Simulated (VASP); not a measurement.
Given:

```
VN
1.0
    0.00000     2.07304     2.07304
    2.07304     0.00000     2.07304
    2.07304     2.07304     0.00000
V N
1 1
Cartesian
  0.00000   0.00000   0.00000
  2.07304   2.07304   2.07304
```

Calculation: RPBE GGA, VASP's PBE PAW potentials (set 64) (plane waves; VASP 6.6.1). Settings: 520 eV cut-off, 17×17×17 Γ-centred mesh, tetrahedra with Blöchl corrections, potentials V_sv N.

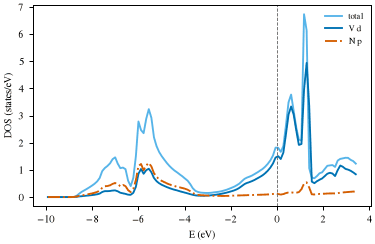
Fig. 1. Total and projected density of states, zero at the Fermi level

Within 2 eV below the Fermi level the largest weight inside VASP's projection spheres is V d.

It has no gap at this level: it comes out as a metal or semimetal.

The compound is VN in the rock salt structure, which distorts at low temperature. It was relaxed first. The run is not spin-polarised, so no magnetic state was tried. VASP warned that the highest band is occupied, so more bands are needed.
